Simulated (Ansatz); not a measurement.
## Electronic structure of CAlF₂NO in real space

Input

```
crystal:
  periodic: [false, false, false]
  atoms:
    - {symbol: O, position_ang: [1.725573, -2.114914, 1.036952]}
    - {symbol: C, position_ang: [1.041885, -1.274924, 0.616367]}
    - {symbol: N, position_ang: [0.338238, -0.410173, 0.182501]}
    - {symbol: Al, position_ang: [-0.693680, 0.846495, -0.432172]}
    - {symbol: F, position_ang: [-1.193163, 0.821691, -1.984361]}
    - {symbol: F, position_ang: [-1.176753, 2.067826, 0.534514]}
basis:
  gaussian: {orbitals: def2-TZVPP}
hamiltonian: {xc: pbe0, dispersion: d4}
output: {orbitals: {seedname: orbitals}}
```

Command:

```sh
ansatz run in.yaml --threads 2 --pin off --events-out ev --progress --plain --max-ram 32768MiB --backend cpu
```

Geometry: PBE0-D4/def2-TZVP.

These are results of Ansatz, RKS PBE0-D4/def2-TZVPP, not measurements.

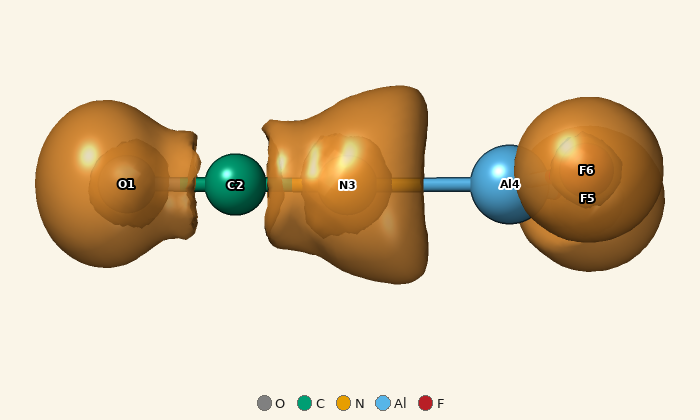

Figure 1. Isosurface of the electron localisation function at 0.75 (orange), seen from one side. Core shells and regions of very low density are left out.

> Where are the electrons localised?

The surface consists of one region on N in which the atom's valence shell and bonds are merged, one region on O in which the atom's valence shell and bonds are merged and two regions wrapped around F (the valence shell of each).


C–O (1.16 Å): the ELF peaks at about 0.85 between the atoms (a multiple bond). C–N (1.20 Å): the ELF peaks at about 0.85 between the atoms; a short, multiple covalent bond.

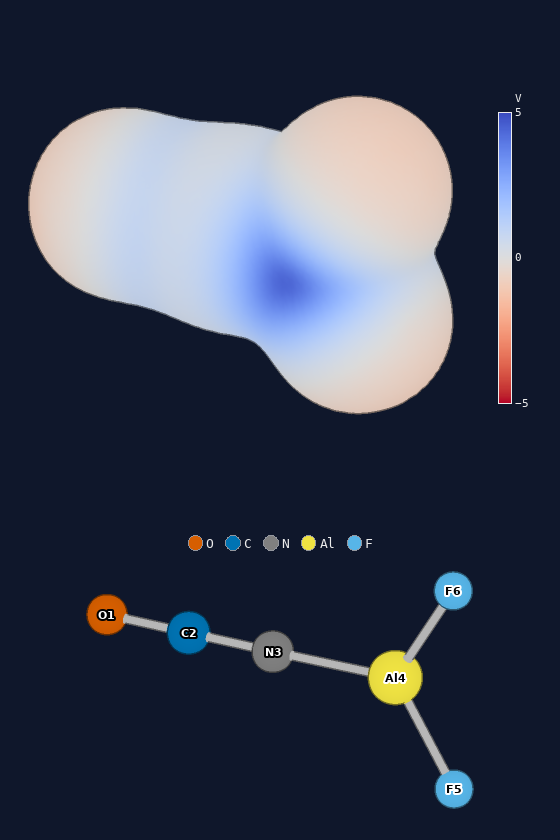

Figure 2. The electrostatic potential painted on the density surface at 0.001 e/bohr³, seen at a tilt; the colour scale runs from red (negative) to blue (positive). The bare structure is drawn below in the same view.

> Describe the electrostatic potential map.

The most negative region (about −0.8 V) lies over O1, F5 and F6, the most positive (about +4.2 V) over Al4.

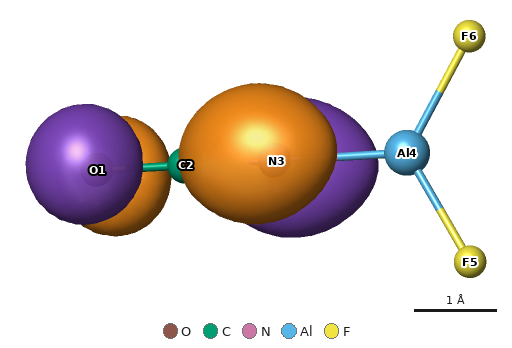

Figure 3. The HOMO−1 at ±0.15 Å⁻³ᐟ² (orange and purple are the two phases), seen at a tilt.

> Describe this orbital and give its energy.

Its weight (Hirshfeld) is mainly on N3 (about 45 %), O1 (about 35 %) and C2 (about 10 %); it changes sign across the molecular plane (π type); π-antibonding (a node) across O1–C2. Its energy is −9.42 eV.
